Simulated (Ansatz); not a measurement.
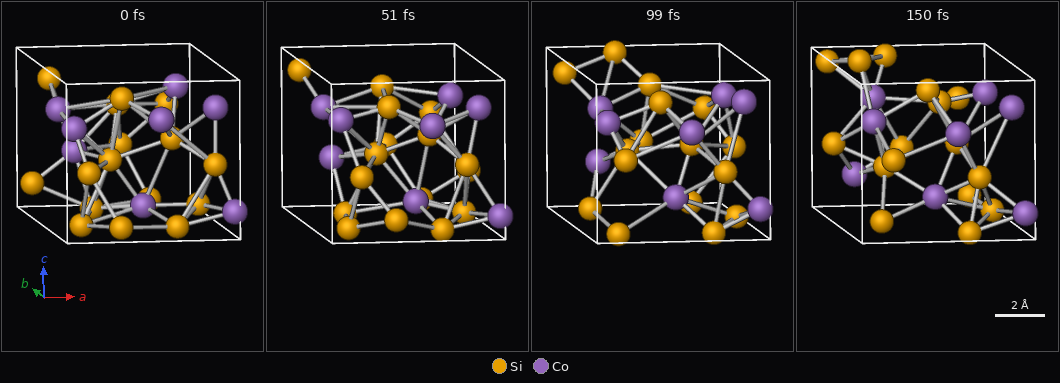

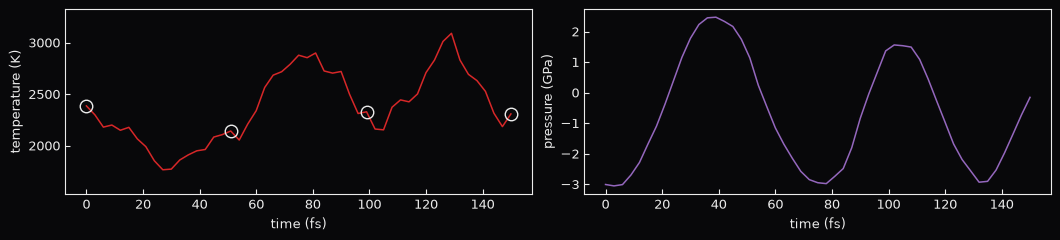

Molecular dynamics of an amorphous cell of composition CoSi₂ (24 atoms in the cell), 150 fs long. Frames and the history of the run. The picture is a ball-and-stick view of the simulation cell, seen slightly off an axis. Atoms that leave the cell re-enter on the other side. Bonds to atoms that aren't drawn are left out.

All numbers below come from DFT PBE, scalar-relativistic, plane waves, PAW (Ansatz). Run with plane-wave cutoff 420 eV; k-point mesh 1 × 1 × 1; Fermi-Dirac smearing 0.215 eV; volume 1.05 times that of the relaxed crystal; set temperature 2490 K; time step 3 fs.

### What do the frames and curves show?

In the second half of the run the atoms are, in the root-mean-square, this far from where they began (common drift taken out): Si 0.95 Å, Co 0.77 Å. That is a large part of the typical shortest distance between atoms in the first frame, about 2.3 Å and still growing: the atoms leave their places as in a liquid. Bond changes: 14 Si–Si bonds break between 75 fs and 150 fs; 7 Si–Si bonds form between 81 fs and 150 fs. Over the second half the temperature averages 2581 K (spread ±265 K). The potential energy in the second half lies on average 21.4 meV per atom below the first frame. The mean pressure there is −1.0 GPa.

Limits of the set-up: the periodic images lie only 6.8 Å apart, so the values are limited by the cell's size.

Cost: 9.5 min on 2 threads of Intel(R) Xeon(R) Processor @ 2.50GHz (Skylake/Cascade Lake), with other jobs on the host, peak memory 0.6 GiB.
